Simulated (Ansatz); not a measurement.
# CH₄O + SiH₃ radical: a complex and its separated parts

Aim: how far the complex at one end of a reaction step lies below its separated, relaxed parts, level by level.

Program: Ansatz 0.2.0, Gaussian basis. Level of theory: PBE0-D4/def2-TZVP structures, single points in def2-TZVPP, no counterpoise correction. These are calculated values, not measurements.

Levels: SPW92, PBE-D4, BLYP-D4, r2SCAN-D4, B97M-V, PBE0-D4, B3LYP-D4, r2SCAN0-D4, BHLYP-D4, CAM-B3LYP-D4, wB97X-V, wB97M-V, B2PLYP, PBE-QIDH, RPA on PBE, Hartree-Fock, MP2, CCSD, CCSD(T).

Correlated methods freeze the cores. Orbitals are unrestricted. B3LYP uses VWN-RPA correlation. B2PLYP carries no dispersion term here.

21 further runs of the same task are left out: 21 set aside as unsound or not needed.

### Step 1. Starting geometry

The complex: 10 atoms, charge 0, spin multiplicity 2.

Atoms are counted from 1 here; the program's logs count them from 0.

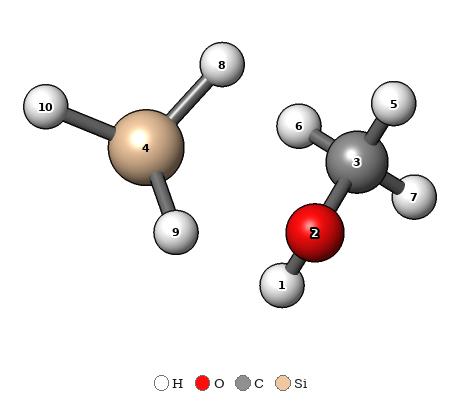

Start geometry, drawn with hydrogen white, oxygen red, carbon grey, silicon light orange; atoms are numbered from 1 in the order of the file.

Coordinates:

| atom | x (Å) | y (Å) | z (Å) |
| --- | --- | --- | --- |
| H1 | 1.1666 | -0.1372 | -1.2903 |
| O2 | 1.0613 | 0.0677 | -0.3581 |
| C3 | 0.7639 | 1.4429 | -0.2263 |
| Si4 | -1.2149 | -1.5356 | 0.2799 |
| H5 | 0.6490 | 1.6424 | 0.8389 |
| H6 | -0.1713 | 1.7129 | -0.7302 |
| H7 | 1.5732 | 2.0727 | -0.6114 |
| H8 | -1.2157 | -0.4975 | 1.3426 |
| H9 | -0.0968 | -2.4979 | 0.4466 |
| H10 | -2.5152 | -2.2702 | 0.3083 |

Its parts: CH₄O holds atoms 1, 2, 3, 5, 6, 7; SiH₃ radical holds atoms 4, 8, 9, 10. Each part counts its atoms afresh in its own runs.

### Step 2. Relaxing CH₄O alone

Contents of relax-a/in.yaml:

```yaml
crystal:
  periodic: [false, false, false]
  atoms:
    - {symbol: H, position_ang: [1.166583, -0.137159, -1.290311]}
    - {symbol: O, position_ang: [1.061272, 0.067654, -0.358066]}
    - {symbol: C, position_ang: [0.763877, 1.442855, -0.226283]}
    - {symbol: H, position_ang: [0.648977, 1.642393, 0.838930]}
    - {symbol: H, position_ang: [-0.171260, 1.712934, -0.730243]}
    - {symbol: H, position_ang: [1.573218, 2.072708, -0.611397]}
basis:
  gaussian: {orbitals: def2-TZVP}
hamiltonian: {xc: pbe0, dispersion: d4}
relax: {f_tol: 0.005, max_steps: 200}
```

The command line of these runs was not kept.

The runs that follow: Relaxing SiH₃ radical alone; wB97M-V/def2-TZVPP; CCSD(T)/def2-TZVPP; Vibrations of CH₄O; Vibrations of SiH₃ radical.

Q: Predict the outcome of this session. Wanted: complex less parts, CCSD(T)/def2-TZVPP; with zero-point energy; largest T1 diagnostic.

As calculated:

```
                              quantity           value
complex less parts, CCSD(T)/def2-TZVPP  -2.06 kcal/mol
                with zero-point energy  -0.81 kcal/mol
                 largest T1 diagnostic           0.016
```

What this shows: At CCSD(T) the complex lies 2.06 kcal/mol below its parts. The functionals run from PBE-QIDH, off by +0.17 kcal/mol, to SPW92, off by -3.78 kcal/mol, against CCSD(T). Mean unsigned error by rung: LDA 3.78, GGA 1.47, meta-GGA 0.95, hybrid 0.79, range-separated hybrid 0.69, double hybrid 0.39 kcal/mol. PBE-D4 gives a relative energy 1.60 kcal/mol too low, an error of 78 % of the reference. No counterpoise was applied, and triple zeta lacks some correlation, so the CCSD(T) reference has a basis error of its own, and close matches with it are partly luck.
